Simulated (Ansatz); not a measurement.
**C₂H₇Al: geometry relaxation (part 1 of 2)**

System: C₂H₇Al.
Method: RKS PBE0-D4/def2-TZVP (Ansatz 0.2.0).

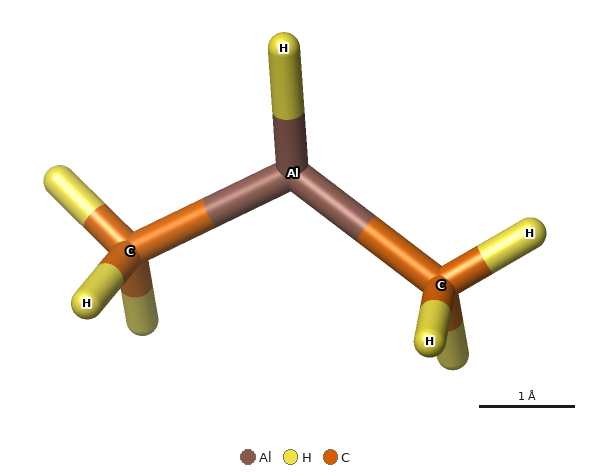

**Figure 1.** The structure as given in the input (stick view, seen at a tilt). Sticks mark near contacts. Bond lengths as drawn: Al–C 1.98 Å, Al–H 1.61 Å and C–H 1.10 Å.

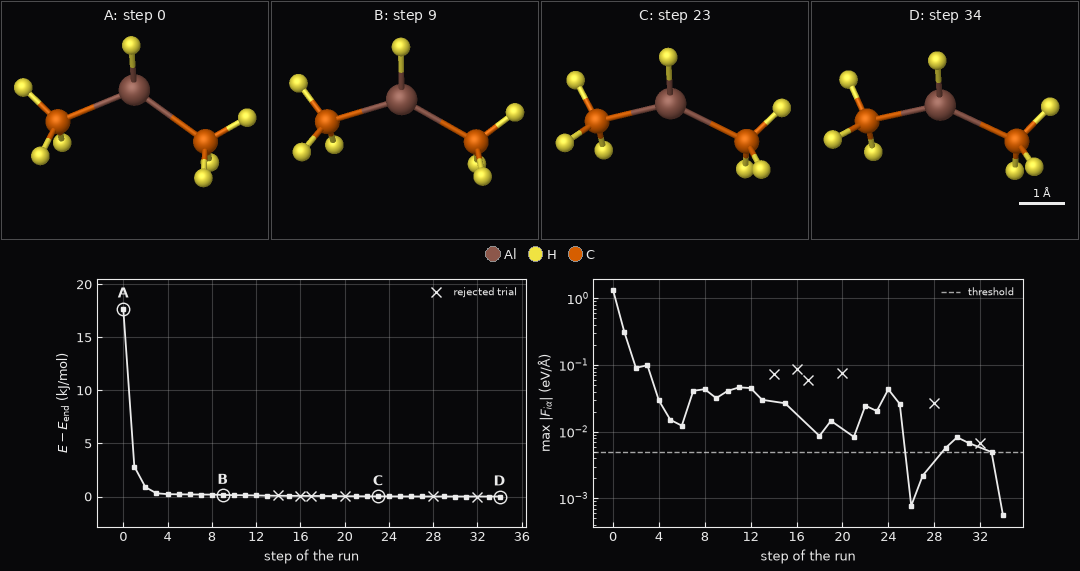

**Figure 2.** Frames of the relaxation (ball-and-stick view, seen at a tilt) above the curves, on which the letters mark them (the first geometry is step 0 here and step 1 in the log).

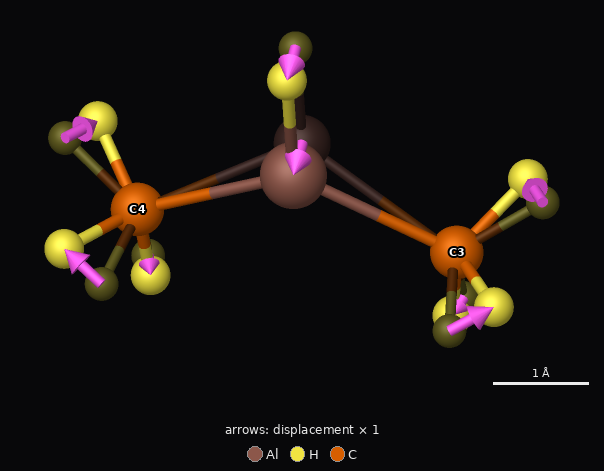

**Figure 3.** Start (faint) and end (solid) with the displacements as pink arrows, at true length (ball-and-stick view, seen at a tilt). The two geometries are laid on each other by the best rigid fit. After 34 geometry steps the energy has fallen by 17.7 kJ/mol. The largest force component goes from 1.3 to 0.00056 eV/Å. The line search rejected the trial steps at points 14, 16, 17, 20, 28, 32 (counted from 0) and went back. The largest moves after the best rigid fit, 0.54 Å, are those of H5 and H9. By element the largest moves are H 0.54 Å, Al 0.46 Å, C 0.04 Å. Among the contacts that change: Al1–C3 1.977 → 1.954 Å, Al1–H2 1.612 → 1.595 Å. Among the angles that change: C3–Al1–C4 117.9° → 123.0°, Al1–C3–H6 113.0° → 110.7°. (Atoms are counted from 1 in the order of the input.)

These pictures come from the run below.

**The input**
```yaml
crystal:
  periodic: [false, false, false]
  atoms:
    - {symbol: Al, position_ang: [0.412734, 0.508768, -0.014666]}
    - {symbol: H, position_ang: [0.783356, 2.003580, 0.462455]}
    - {symbol: C, position_ang: [-0.209623, 0.290503, -1.878692]}
    - {symbol: C, position_ang: [1.441704, -0.972365, 0.795926]}
    - {symbol: H, position_ang: [0.627682, 0.373259, -2.580500]}
    - {symbol: H, position_ang: [-0.936919, 1.053101, -2.179656]}
    - {symbol: H, position_ang: [-0.666627, -0.689317, -2.061300]}
    - {symbol: H, position_ang: [1.566849, -0.864428, 1.879351]}
    - {symbol: H, position_ang: [2.452222, -1.019763, 0.375128]}
    - {symbol: H, position_ang: [0.987745, -1.953705, 0.613958]}
basis:
  gaussian: {orbitals: def2-TZVP}
hamiltonian: {xc: pbe0, dispersion: d4}
relax: {f_tol: 0.005, max_steps: 200}
```

Command:
```bash
ansatz run in.yaml --threads 4 --pin off --events-out ev --progress --plain --max-ram 9574MiB
```

**Output**
```
Functional definition: PBE0
  name "PBE0"
  cite "Adamo & Barone, J. Chem. Phys. 110, 6158 (1999) doi:10.1063/1.478522"
  cite "Perdew, Burke & Ernzerhof, Phys. Rev. Lett. 77, 3865 (1996) doi:10.1103/PhysRevLett.77.3865"
  parent pbe
  parameter a = 0.25
  parameter kappa = 0.804
  parameter beta = 0.06672455060314922
  exchange = (1 - a)*pbe_x(kappa = kappa, mu = beta*pi^2/3) + a*exact_x
  correlation = pbe_c(beta = beta)
947 factors; their error is unknown
mean field evaluation 1: about -8768.8888 eV, gradient 7.0e1 eV
mean field evaluation 2: about -8763.6141 eV, gradient 7.7e1 eV
mean field evaluation 4: about -8780.0995 eV, gradient 1.3e0 eV
mean field evaluation 8: about -8780.1102 eV, gradient 2.7e-1 eV
mean field -8780.11029850 eV, -322.6631020974 hartree, gradient 5.9e-5 eV, S^2 0.000000; 0 other end points of the search recorded, 0 dependent functions left out
the calculation of the forces begins
reference -8780.11033277 eV, -322.6631033569 hartree; 16, 16 occupied and 125, 125 virtual orbitals, 947 factors
relax step   1: F+E_penalty+E_count = -8780.22479635 eV  Δ(F+E_penalty+E_count) = +0.000e0 eV  max|allowed force component| = 1.346e0 eV/Å  Δτ_max = 0.0000 Å  (23 SCF iters, accepted)
these checks for a lower state are left out or cut short: starts, cluster_reference, orbital_swaps, neighbouring_geometries, increment
947 factors; their error is unknown
mean field evaluation 16: about -8780.2006 eV, gradient 7.8e0 eV
mean field -8780.26523143 eV, -322.6687957774 hartree, gradient 7.9e-6 eV, S^2 0.000000; 0 other end points of the search recorded, 0 dependent functions left out
[... from here on the field's lines of each further geometry are left out, up to the last ...]
relax step   2: F+E_penalty+E_count = -8780.37914554 eV  Δ(F+E_penalty+E_count) = -1.543e-1 eV  max|allowed force component| = 3.085e-1 eV/Å  Δτ_max = 0.1948 Å  (28 SCF iters, accepted)
relax step   3: F+E_penalty+E_count = -8780.39927935 eV  Δ(F+E_penalty+E_count) = -2.013e-2 eV  max|allowed force component| = 9.070e-2 eV/Å  Δτ_max = 0.0396 Å  (27 SCF iters, accepted)
relax step   4: F+E_penalty+E_count = -8780.40528784 eV  Δ(F+E_penalty+E_count) = -6.008e-3 eV  max|allowed force component| = 9.945e-2 eV/Å  Δτ_max = 0.0495 Å  (28 SCF iters, accepted)
relax step   5: F+E_penalty+E_count = -8780.40609842 eV  Δ(F+E_penalty+E_count) = -8.106e-4 eV  max|allowed force component| = 2.947e-2 eV/Å  Δτ_max = 0.0233 Å  (28 SCF iters, accepted)
relax step   6: F+E_penalty+E_count = -8780.40629880 eV  Δ(F+E_penalty+E_count) = -2.004e-4 eV  max|allowed force component| = 1.509e-2 eV/Å  Δτ_max = 0.0171 Å  (28 SCF iters, accepted)
relax step   7: F+E_penalty+E_count = -8780.40638140 eV  Δ(F+E_penalty+E_count) = -8.260e-5 eV  max|allowed force component| = 1.231e-2 eV/Å  Δτ_max = 0.0150 Å  (29 SCF iters, accepted)
relax step   8: F+E_penalty+E_count = -8780.40650002 eV  Δ(F+E_penalty+E_count) = -1.186e-4 eV  max|allowed force component| = 4.111e-2 eV/Å  Δτ_max = 0.0448 Å  (27 SCF iters, accepted)
relax step   9: F+E_penalty+E_count = -8780.40658152 eV  Δ(F+E_penalty+E_count) = -8.150e-5 eV  max|allowed force component| = 4.343e-2 eV/Å  Δτ_max = 0.0141 Å  (28 SCF iters, accepted)
relax step  10: F+E_penalty+E_count = -8780.40690937 eV  Δ(F+E_penalty+E_count) = -3.279e-4 eV  max|allowed force component| = 3.190e-2 eV/Å  Δτ_max = 0.0395 Å  (27 SCF iters, accepted)
relax step  11: F+E_penalty+E_count = -8780.40710170 eV  Δ(F+E_penalty+E_count) = -1.923e-4 eV  max|allowed force component| = 4.099e-2 eV/Å  Δτ_max = 0.0485 Å  (27 SCF iters, accepted)
relax step  12: F+E_penalty+E_count = -8780.40722106 eV  Δ(F+E_penalty+E_count) = -1.194e-4 eV  max|allowed force component| = 4.627e-2 eV/Å  Δτ_max = 0.0227 Å  (27 SCF iters, accepted)
relax step  13: F+E_penalty+E_count = -8780.40737881 eV  Δ(F+E_penalty+E_count) = -1.577e-4 eV  max|allowed force component| = 4.524e-2 eV/Å  Δτ_max = 0.0256 Å  (27 SCF iters, accepted)
relax step  14: F+E_penalty+E_count = -8780.40760049 eV  Δ(F+E_penalty+E_count) = -2.217e-4 eV  max|allowed force component| = 3.011e-2 eV/Å  Δτ_max = 0.0272 Å  (27 SCF iters, accepted)
relax step  15: F+E_penalty+E_count = -8780.40731277 eV  Δ(F+E_penalty+E_count) = +2.877e-4 eV  max|allowed force component| = 7.375e-2 eV/Å  Δτ_max = 0.0801 Å  (26 SCF iters, rejected (line search))
relax step  16: F+E_penalty+E_count = -8780.40777928 eV  Δ(F+E_penalty+E_count) = -1.788e-4 eV  max|allowed force component| = 2.674e-2 eV/Å  Δτ_max = 0.0393 Å  (27 SCF iters, accepted)
relax step  17: F+E_penalty+E_count = -8780.40770275 eV  Δ(F+E_penalty+E_count) = +7.653e-5 eV  max|allowed force component| = 8.710e-2 eV/Å  Δτ_max = 0.0936 Å  (27 SCF iters, rejected (line search))
relax step  18: F+E_penalty+E_count = -8780.40777448 eV  Δ(F+E_penalty+E_count) = +4.798e-6 eV  max|allowed force component| = 5.995e-2 eV/Å  Δτ_max = 0.0448 Å  (28 SCF iters, rejected (line search))
relax step  19: F+E_penalty+E_count = -8780.40793089 eV  Δ(F+E_penalty+E_count) = -1.516e-4 eV  max|allowed force component| = 8.649e-3 eV/Å  Δτ_max = 0.0221 Å  (28 SCF iters, accepted)
relax step  20: F+E_penalty+E_count = -8780.40809345 eV  Δ(F+E_penalty+E_count) = -1.626e-4 eV  max|allowed force component| = 1.457e-2 eV/Å  Δτ_max = 0.0490 Å  (27 SCF iters, accepted)
relax step  21: F+E_penalty+E_count = -8780.40789941 eV  Δ(F+E_penalty+E_count) = +1.940e-4 eV  max|allowed force component| = 7.614e-2 eV/Å  Δτ_max = 0.0749 Å  (27 SCF iters, rejected (line search))
relax step  22: F+E_penalty+E_count = -8780.40819067 eV  Δ(F+E_penalty+E_count) = -9.722e-5 eV  max|allowed force component| = 8.378e-3 eV/Å  Δτ_max = 0.0264 Å  (28 SCF iters, accepted)
relax step  23: F+E_penalty+E_count = -8780.40825652 eV  Δ(F+E_penalty+E_count) = -6.585e-5 eV  max|allowed force component| = 2.464e-2 eV/Å  Δτ_max = 0.0367 Å  (27 SCF iters, accepted)
relax step  24: F+E_penalty+E_count = -8780.40829312 eV  Δ(F+E_penalty+E_count) = -3.661e-5 eV  max|allowed force component| = 2.045e-2 eV/Å  Δτ_max = 0.0115 Å  (29 SCF iters, accepted)
relax step  25: F+E_penalty+E_count = -8780.40830735 eV  Δ(F+E_penalty+E_count) = -1.422e-5 eV  max|allowed force component| = 4.325e-2 eV/Å  Δτ_max = 0.0401 Å  (27 SCF iters, accepted)
relax step  26: F+E_penalty+E_count = -8780.40835115 eV  Δ(F+E_penalty+E_count) = -4.381e-5 eV  max|allowed force component| = 2.614e-2 eV/Å  Δτ_max = 0.0047 Å  (30 SCF iters, accepted)
relax step  27: F+E_penalty+E_count = -8780.40838986 eV  Δ(F+E_penalty+E_count) = -3.871e-5 eV  max|allowed force component| = 7.761e-4 eV/Å  Δτ_max = 0.0031 Å  (29 SCF iters, accepted)
relax step  28: F+E_penalty+E_count = -8780.40840485 eV  Δ(F+E_penalty+E_count) = -1.499e-5 eV  max|allowed force component| = 2.198e-3 eV/Å  Δτ_max = 0.0130 Å  (29 SCF iters, accepted)
relax step  29: F+E_penalty+E_count = -8780.40838129 eV  Δ(F+E_penalty+E_count) = +2.356e-5 eV  max|allowed force component| = 2.725e-2 eV/Å  Δτ_max = 0.0493 Å  (28 SCF iters, rejected (line search))
relax step  30: F+E_penalty+E_count = -8780.40842233 eV  Δ(F+E_penalty+E_count) = -1.748e-5 eV  max|allowed force component| = 5.726e-3 eV/Å  Δτ_max = 0.0240 Å  (28 SCF iters, accepted)
relax step  31: F+E_penalty+E_count = -8780.40842600 eV  Δ(F+E_penalty+E_count) = -3.671e-6 eV  max|allowed force component| = 8.258e-3 eV/Å  Δτ_max = 0.0111 Å  (29 SCF iters, accepted)
relax step  32: F+E_penalty+E_count = -8780.40842912 eV  Δ(F+E_penalty+E_count) = -3.124e-6 eV  max|allowed force component| = 6.794e-3 eV/Å  Δτ_max = 0.0045 Å  (29 SCF iters, accepted)
relax step  33: F+E_penalty+E_count = -8780.40842772 eV  Δ(F+E_penalty+E_count) = +1.403e-6 eV  max|allowed force component| = 6.894e-3 eV/Å  Δτ_max = 0.0103 Å  (29 SCF iters, rejected (line search))
relax step  34: F+E_penalty+E_count = -8780.40843005 eV  Δ(F+E_penalty+E_count) = -9.222e-7 eV  max|allowed force component| = 4.960e-3 eV/Å  Δτ_max = 0.0051 Å  (29 SCF iters, accepted)
the calculation of the forces begins
reference -8780.29471569 eV, -322.6698793041 hartree; 16, 16 occupied and 125, 125 virtual orbitals, 947 factors
relax step  35: F+E_penalty+E_count = -8780.40843384 eV  Δ(F+E_penalty+E_count) = -3.788e-6 eV  max|allowed force component| = 5.577e-4 eV/Å  Δτ_max = 0.0066 Å  (29 SCF iters, accepted)
947 factors; their error is unknown
mean field evaluation 256: about -8769.1987 eV, gradient 7.0e1 eV
mean field -8780.29468147 eV, -322.6698780466 hartree, gradient 1.6e-5 eV, S^2 0.000000; 1 other end points of the search recorded, 0 dependent functions left out
the calculation of the forces begins
reference -8780.29471569 eV, -322.6698793041 hartree; 16, 16 occupied and 125, 125 virtual orbitals, 947 factors
Total energy: -8780.40846805 eV, -322.6740596264 hartree
Atom 0 at     0.802961     0.512429    -0.253853 Å, force     0.000146     0.000366     0.000095 eV/Å
Atom 1 at     1.166754     1.991550     0.219880 Å, force    -0.000087    -0.000558    -0.000214 eV/Å
Atom 2 at    -0.246809     0.288620    -1.886503 Å, force    -0.000470     0.000182     0.000182 eV/Å
Atom 3 at     1.428058    -0.991794     0.825139 Å, force    -0.000321     0.000065     0.000426 eV/Å
Atom 4 at     0.267650     0.739584    -2.742482 Å, force     0.000260     0.000105    -0.000162 eV/Å
Atom 5 at    -1.207156     0.809836    -1.804407 Å, force     0.000144    -0.000175     0.000014 eV/Å
Atom 6 at    -0.452658    -0.755893    -2.132318 Å, force     0.000034    -0.000013     0.000020 eV/Å
Atom 7 at     1.046470    -0.918609     1.849716 Å, force     0.000004    -0.000068    -0.000225 eV/Å
Atom 8 at     2.520481    -0.980400     0.909800 Å, force     0.000292     0.000078    -0.000100 eV/Å
Atom 9 at     1.133373    -1.965692     0.427032 Å, force    -0.000001     0.000017    -0.000035 eV/Å
Dipole moment:    -0.031963    -0.129995    -0.041642 e Å
```

**Trajectory as extended XYZ (Å, eV, eV/Å), 22 of the 35 frames kept, from step=1 to step=35**
```
10
Properties=species:S:1:pos:R:3:forces:R:3 step=1 energy=-8780.22480
Al    0.4127    0.5088   -0.0147    1.3459   0.0678  -0.7986
H     0.7834    2.0036    0.4625   -0.4122  -0.1719   0.1732
C    -0.2096    0.2905   -1.8787   -0.5843  -0.0682   0.2782
C     1.4417   -0.9724    0.7959   -0.5456  -0.0980   0.3406
H     0.6277    0.3733   -2.5805    0.1629   0.0377   0.1789
H    -0.9369    1.0531   -2.1797    0.0311  -0.0486   0.0099
H    -0.6666   -0.6893   -2.0613    0.0181   0.0588  -0.0009
H     1.5668   -0.8644    1.8794   -0.0086  -0.0181  -0.0552
H     2.4522   -1.0198    0.3751   -0.0384   0.1919  -0.1470
H     0.9877   -1.9537    0.6140    0.0311   0.0486   0.0210
10
Properties=species:S:1:pos:R:3:forces:R:3 step=3 energy=-8780.39928
Al    0.5950    0.5287   -0.1178   -0.0054  -0.0243  -0.0081
H     0.7065    1.9990    0.5077   -0.0276  -0.0888  -0.0249
C    -0.2162    0.2899   -1.8871    0.0552   0.0328   0.0798
C     1.4444   -0.9802    0.8027   -0.0206   0.0907  -0.0430
H     0.5953    0.3811   -2.6229   -0.0588  -0.0120  -0.0336
H    -0.9592    1.0513   -2.1406    0.0372  -0.0096   0.0252
H    -0.6666   -0.6958   -2.0345    0.0278   0.0110   0.0177
H     1.5245   -0.8507    1.8857   -0.0034   0.0216  -0.0405
H     2.4706   -1.0509    0.4151   -0.0094  -0.0499   0.0465
H     0.9648   -1.9427    0.6036    0.0050   0.0284  -0.0192
10
Properties=species:S:1:pos:R:3:forces:R:3 step=4 energy=-8780.40529
Al    0.6204    0.5278   -0.1339    0.0093  -0.0106  -0.0108
H     0.7001    1.9847    0.5049   -0.0069   0.0213   0.0144
C    -0.2064    0.2922   -1.8877    0.0647   0.0329  -0.0695
C     1.4509   -0.9753    0.7967    0.0994   0.0065  -0.0133
H     0.5686    0.3932   -2.6627   -0.0770  -0.0107   0.0548
H    -0.9673    1.0464   -2.1069    0.0100  -0.0121   0.0056
H    -0.6512   -0.6977   -2.0185   -0.0056  -0.0105  -0.0036
H     1.4925   -0.8373    1.8806   -0.0034  -0.0017  -0.0161
H     2.4916   -1.0754    0.4526   -0.0865  -0.0035   0.0394
H     0.9598   -1.9290    0.5869   -0.0040  -0.0117  -0.0010
10
Properties=species:S:1:pos:R:3:forces:R:3 step=6 energy=-8780.40630
Al    0.6392    0.5293   -0.1448    0.0009  -0.0151  -0.0077
H     0.7155    1.9869    0.4965    0.0013   0.0063   0.0021
C    -0.2050    0.2933   -1.8916   -0.0011   0.0021  -0.0020
C     1.4551   -0.9763    0.7971    0.0017   0.0000   0.0026
H     0.5450    0.4117   -2.6838   -0.0003   0.0025   0.0015
H    -0.9831    1.0363   -2.0858   -0.0006  -0.0006   0.0003
H    -0.6392   -0.7023   -2.0191    0.0003   0.0007   0.0022
H     1.4643   -0.8378    1.8816   -0.0007  -0.0005   0.0000
H     2.5022   -1.0830    0.4869   -0.0004   0.0026   0.0013
H     0.9651   -1.9284    0.5751   -0.0013   0.0019  -0.0004
```
